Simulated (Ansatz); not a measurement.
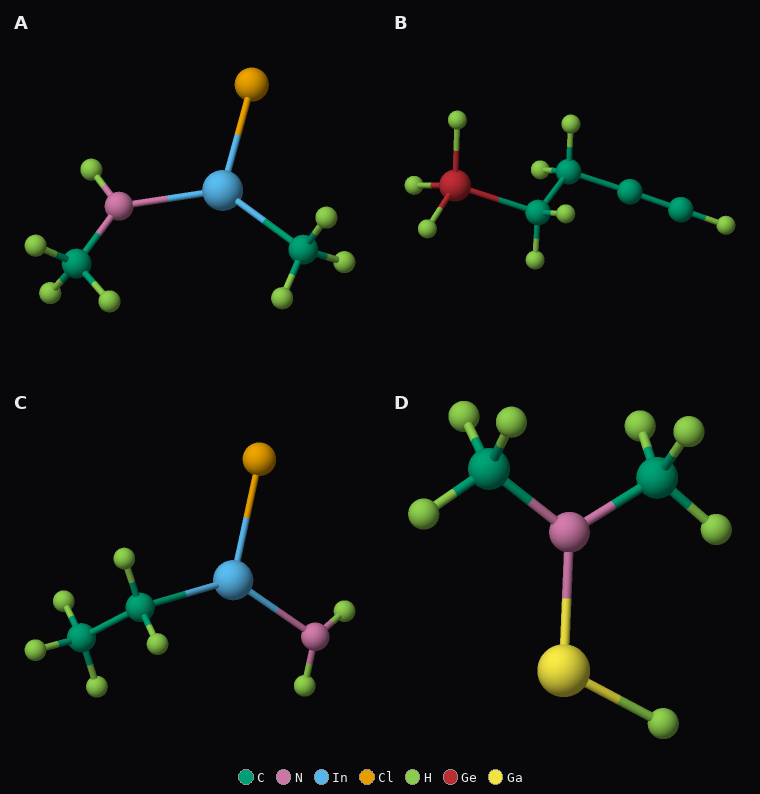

```sh
ansatz run in.yaml --threads 2 --pin off --events-out ev --progress --plain --max-ram 32768MiB --backend cuda --devices 0, --max-vram 18GiB
```

```yaml
crystal:
  periodic: [false, false, false]
  atoms:
    - {symbol: C, position_ang: [-1.569533, 0.883719, 1.124316]}
    - {symbol: N, position_ang: [-0.353788, 1.300268, 0.469058]}
    - {symbol: In, position_ang: [0.965646, 0.194091, -0.536582]}
    - {symbol: C, position_ang: [1.045178, -1.882138, -0.986686]}
    - {symbol: Cl, position_ang: [2.681015, 1.610003, -1.295653]}
    - {symbol: H, position_ang: [-2.459544, 1.376669, 0.711751]}
    - {symbol: H, position_ang: [-1.719970, -0.192300, 1.001297]}
    - {symbol: H, position_ang: [-1.554167, 1.079538, 2.204523]}
    - {symbol: H, position_ang: [-0.166169, 2.286999, 0.549465]}
    - {symbol: H, position_ang: [1.107891, -2.007580, -2.067480]}
    - {symbol: H, position_ang: [0.161713, -2.395181, -0.608786]}
    - {symbol: H, position_ang: [1.938527, -2.309290, -0.531123]}
basis:
  gaussian: {orbitals: def2-TZVPP}
hamiltonian: {xc: pbe, dispersion: d4}
output: {forces: true, orbitals: {seedname: orbitals}}
```

**Which picture belongs to the input above?**

A. The file holds C2H7ClInN, `C[NH][In]([CH3])[Cl]`.
